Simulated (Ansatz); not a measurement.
CH7AlB2O2 (SMILES OB[CH]([AlH2])BO)

Input file:

```
crystal:
  periodic: [false, false, false]
  atoms:
    - { symbol: O, position_ang: [-2.3398, -1.0615, 0.1657] }
    - { symbol: B, position_ang: [-1.1193, -0.4059, 0.5232] }
    - { symbol: C, position_ang: [-0.0842, -0.0303, -0.6122] }
    - { symbol: Al, position_ang: [1.6858, -1.0884, -0.3284] }
    - { symbol: B, position_ang: [0.2798, 1.5184, -0.5791] }
    - { symbol: O, position_ang: [0.85, 2.1584, 0.6331] }
    - { symbol: H, position_ang: [-2.1834, -1.9885, 0.1749] }
    - { symbol: H, position_ang: [-0.8362, -0.1819, 1.6571] }
    - { symbol: H, position_ang: [-0.4613, -0.2731, -1.5532] }
    - { symbol: H, position_ang: [1.548, -2.6618, -0.615] }
    - { symbol: H, position_ang: [2.5448, -0.6943, 0.9194] }
    - { symbol: H, position_ang: [0.1171, 2.1911, -1.5097] }
    - { symbol: H, position_ang: [0.0191, 2.4831, 1.1389] }
basis:
  gaussian: { orbitals: "6-31G" }
hamiltonian:
  xc: blyp
relax:
  f_tol: 0.015
  max_steps: 40
output:
  orbitals: {}
```

Launched as:

```sh
ansatz run input.yaml --threads 1 --pin off --max-ram 2048MiB --backend cpu --events-out ev --progress --plain --runs-dir out
```

The fields are those of the relaxed geometry.

Method: RKS BLYP/6-31G in Ansatz 0.2.0.

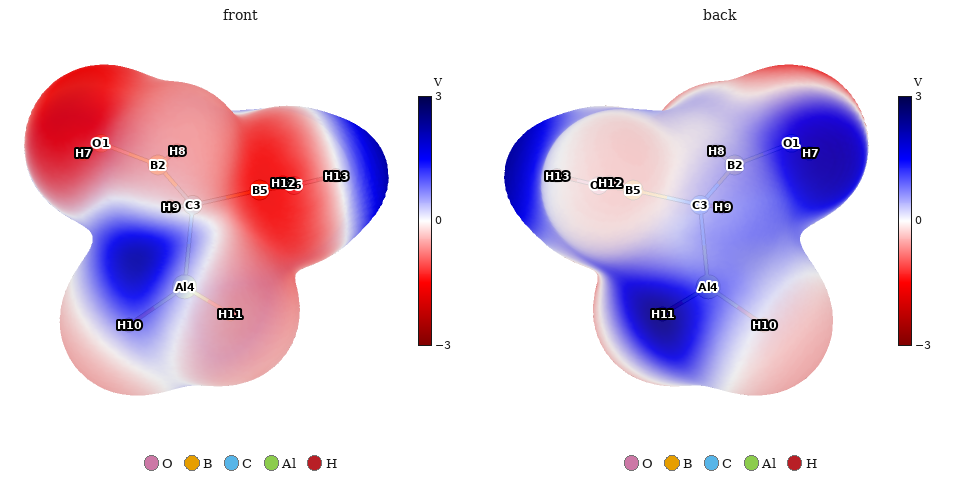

Figure 1. The electrostatic potential painted on the density surface at 0.001 e/bohr³, seen from the front and from behind; red is negative and blue positive.

Q: Describe the electrostatic potential map.

A: The most negative region (about −1.6 V) lies over O1, the most positive (about +2.2 V) over Al4 and H13. O1 is the likeliest acceptor of a hydrogen bond.

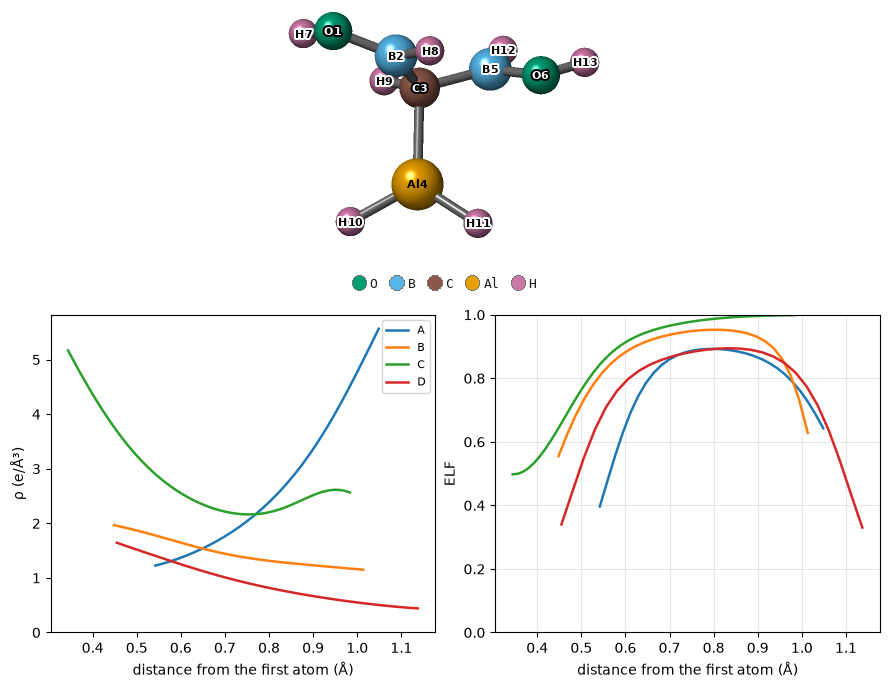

Figure 2. Total electron density and electron localisation function along straight lines between neighbouring atoms. The curves leave out the atomic cores. The structure is drawn too.

Q: Which curve belongs to which contact (B–O, C–Al, C–B and O–H)? The first atom named is at distance zero.

A: Curve A: B–O (1.40 Å): ρ at the midpoint is about 1.8 e/Å³; the ELF peaks at about 0.90 between the atoms; a polar covalent bond. Curve B: C–B (1.56 Å): ρ at the midpoint is about 1.3 e/Å³; the ELF peaks at about 0.95 between the atoms (localised, covalent bonding). Curve C: O–H (0.98 Å): ρ at the midpoint is about 3.3 e/Å³; the ELF climbs to about 1 towards the hydrogen, as it does in any bond to H (a covalent bond by its length). Curve D: C–Al (2.02 Å): ρ at the midpoint is about 0.54 e/Å³; the ELF peaks at about 0.90 between the atoms; a polar covalent bond.

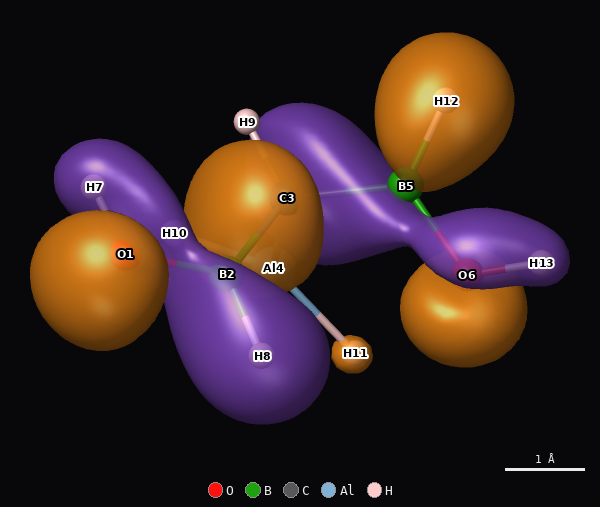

Figure 3. The HOMO−1 at ±0.08 Å⁻³ᐟ² (orange and purple are the two phases), seen from one side.

Q: What is the character of this orbital?

A: Its weight (Hirshfeld) is mainly on O1 (about 25 %), C3 (about 20 %), O6 (about 15 %), B2 (about 10 %), B5 (about 10 %) and H8 (about 5 %). Its energy is −6.49 eV.
